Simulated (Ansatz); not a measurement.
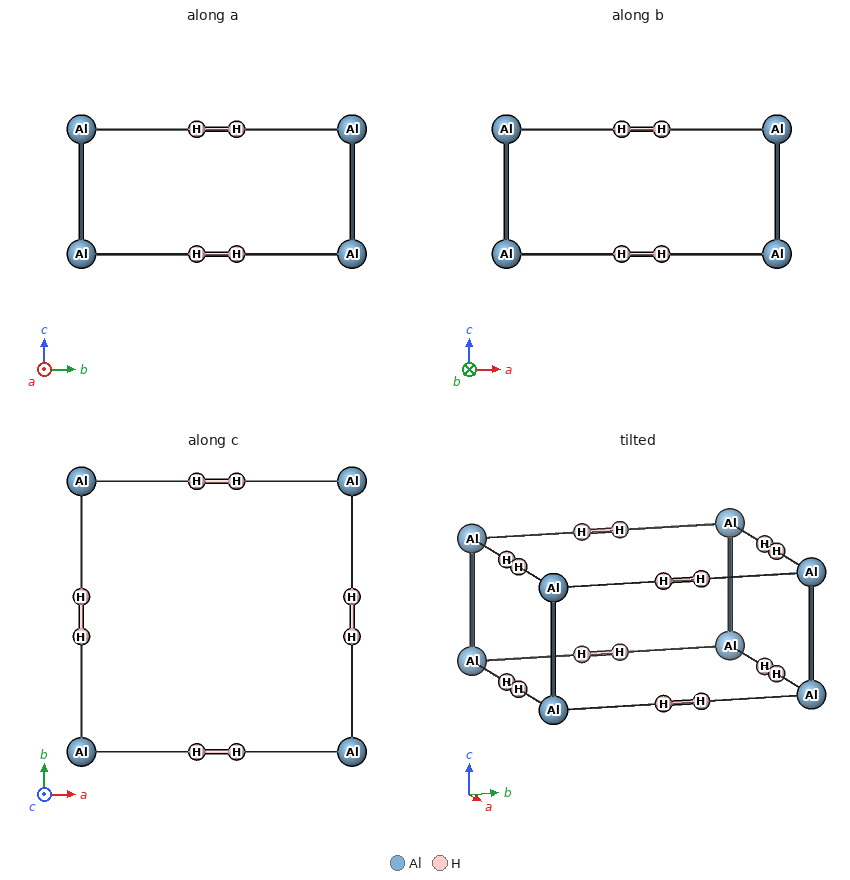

Ball-and-stick representation of a periodic structure, projected along the a axis, along the b axis, along the c axis and slightly off an axis. The conventional unit cell is drawn as a box.

Lattice parameters: a = 5.4309 Å, b = 5.4309 Å, c = 2.5050 Å, α = 90.000°, β = 90.000°, γ = 90.000°.

Q: From the views, write a CIF in P1 with every atom of the cell, with free fractional coordinates to two decimals.

A:
```cif
data_structure
_symmetry_space_group_name_H-M 'P 1'
_symmetry_Int_Tables_number 1
_cell_length_a 5.4309
_cell_length_b 5.4309
_cell_length_c 2.5050
_cell_angle_alpha 90.000
_cell_angle_beta 90.000
_cell_angle_gamma 90.000
_cell_volume 73.88
loop_
_atom_site_label
_atom_site_type_symbol
_atom_site_fract_x
_atom_site_fract_y
_atom_site_fract_z
_atom_site_occupancy
Al1 Al 0.00 0.00 0.00 1
H1 H 0.43 0.00 0.00 1
H2 H 0.57 0.00 0.00 1
H3 H 0.00 0.43 0.00 1
H4 H 0.00 0.57 0.00 1
```

The structure was taken from a random cell made by a generator, so it need not be a real form of the compound. Earlier steps of the study may have refined or changed the cell and positions. A calculation with Ansatz used it as input.
